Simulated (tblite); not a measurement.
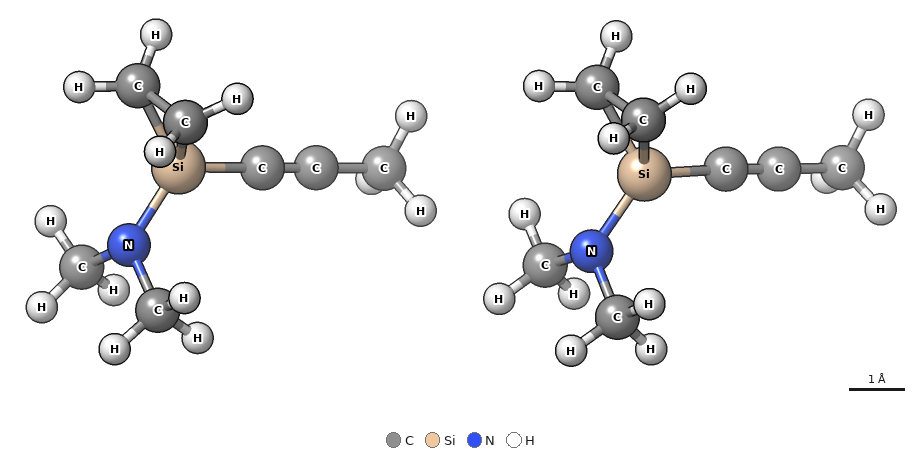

Two geometries of C7H13NSi, drawn at one scale. One is the start of a relaxation, the other its converged end. Style: ball-and-stick. Shown at a tilt.

The calculation used GFN2-xTB geometry optimisation, gas phase (tblite 0.8.0). 

Question: Which geometry has the lower energy?

Answer: The right one is the relaxed one. The largest move after the best rigid fit is that of an H atom, 0.30 Å. Largest moves by element: H 0.30 Å, Si 0.22 Å, C 0.13 Å, N 0.12 Å. Among the contacts that change: C–Si 1.799 → 1.878 Å, C–C 1.495 → 1.543 Å, C–N 1.477 → 1.443 Å, C–C 1.478 → 1.445 Å. Bond angles that change, for instance: Si–C–H 115.0° → 121.3°, N–Si–C 111.1° → 116.7°, C–Si–C 123.7° → 118.5°. After 72 geometry steps the energy has fallen by 0.380 eV.
